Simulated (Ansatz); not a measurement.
## Electronic structure of ClH8NSi3 (SMILES [SiH3]N([SiH3])[SiH2]Cl) in real space

Input file:

```
crystal:
  periodic: [false, false, false]
  atoms:
    - {symbol: Cl, position_ang: [-0.981366, 2.330441, -1.247979]}
    - {symbol: N, position_ang: [1.066850, -0.093317, -0.957598]}
    - {symbol: Si, position_ang: [2.211236, 0.282504, 0.330659]}
    - {symbol: Si, position_ang: [0.416348, -1.730380, -1.067973]}
    - {symbol: Si, position_ang: [0.520524, 1.125438, -2.059669]}
    - {symbol: H, position_ang: [2.724200, 1.656644, 0.101826]}
    - {symbol: H, position_ang: [3.342098, -0.683228, 0.305017]}
    - {symbol: H, position_ang: [1.573978, 0.210787, 1.671258]}
    - {symbol: H, position_ang: [1.108297, -2.527144, -2.116190]}
    - {symbol: H, position_ang: [-1.032726, -1.687082, -1.388520]}
    - {symbol: H, position_ang: [0.620998, -2.395587, 0.244940]}
    - {symbol: H, position_ang: [1.622846, 2.042457, -2.420449]}
    - {symbol: H, position_ang: [-0.067782, 0.465509, -3.247129]}
basis:
  gaussian: {orbitals: def2-SVPD}
hamiltonian: {xc: pbe0}
output: {forces: true, orbitals: {seedname: orbitals}}
```

Command:

```sh
ansatz run input.yaml --threads 2 --pin off --max-ram 4350MiB --events-out events.jsonl --progress --plain --runs-dir runs
```

Geometry: B3LYP/6-31G*.

All numbers below come from isolated molecule in a Gaussian basis; Kohn-Sham density functional theory, functional PBE0 (Ansatz 0.2.0).

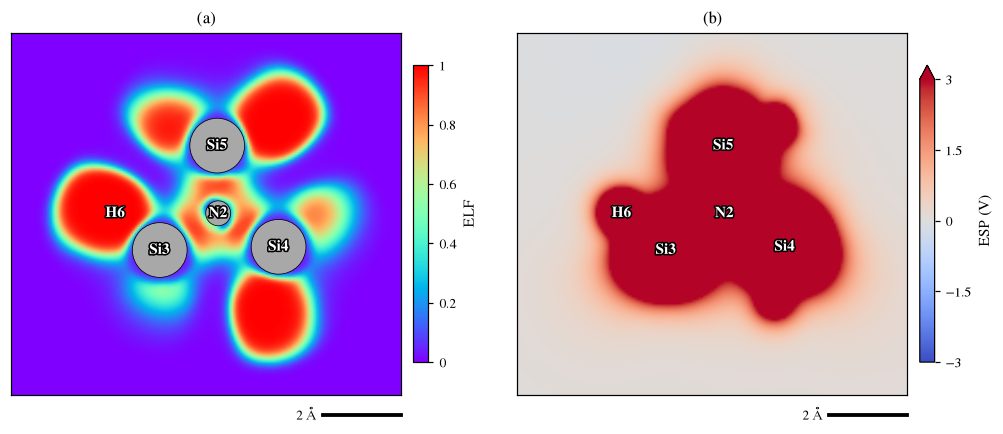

Figure 1. (a) electron localisation function; (b) electrostatic potential on the plane of atoms Si3, N2 and Si4. Grey discs cover the atomic cores in the ELF map.

> What do the fields say about this system?

The section cuts through N, Si and H sites.
Si–N (1.73 Å): the ELF peaks at about 0.90 between the atoms (a polar covalent bond).
Si–H (1.48 Å): the ELF climbs to about 1 towards the hydrogen, as it does in any bond to H.
The potential has no marked negative region in this plane.

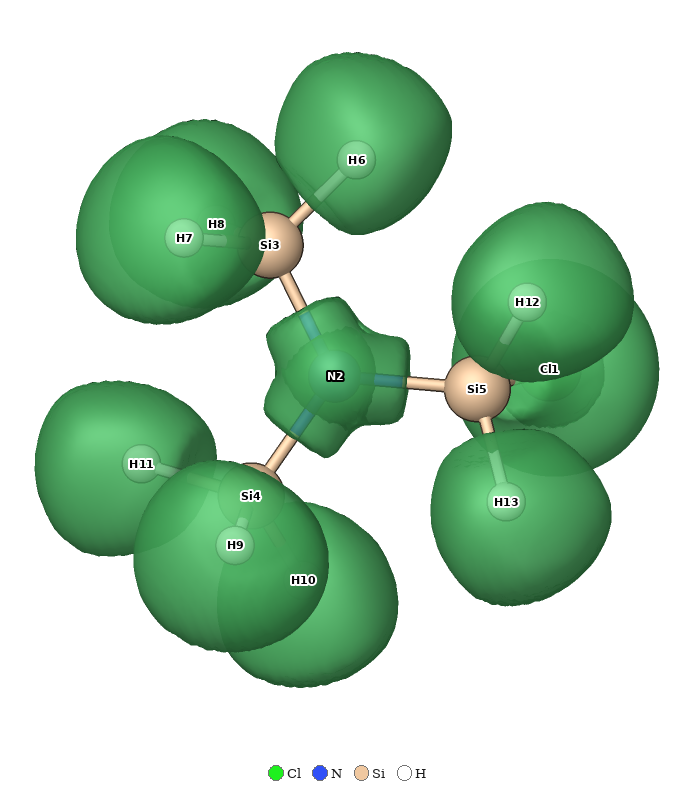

Figure 2. Isosurface of the ELF at 0.75 (green), seen across its widest extent. Core shells and regions of very low density are left out.

> Describe the localisation domains.

The ELF exceeds this value in eight regions around hydrogen nuclei, one region on Cl in which the atom's valence shell and bonds are merged and one region on N in which the atom's valence shell and bonds are merged. Profiles from the grid: Si–Cl (2.09 Å): the ELF peaks at about 0.90 between the atoms; a shared but strongly polarised pair.

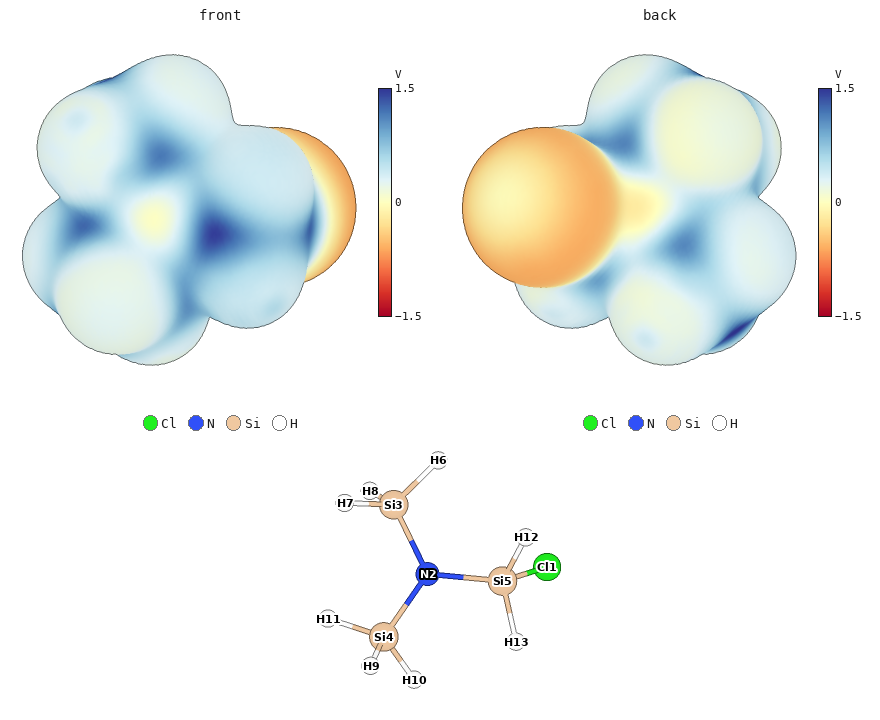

Figure 3. The electrostatic potential painted on the density surface at 0.002 e/bohr³, seen from the front and from behind; the colour scale runs from red (negative) to blue (positive). The bare structure is drawn below in the same view.

> Where is the surface potential most negative and most positive?

The most negative region (about −0.6 V) lies over Cl1, the most positive (about +1.5 V) over Si3, Si4 and Si5.
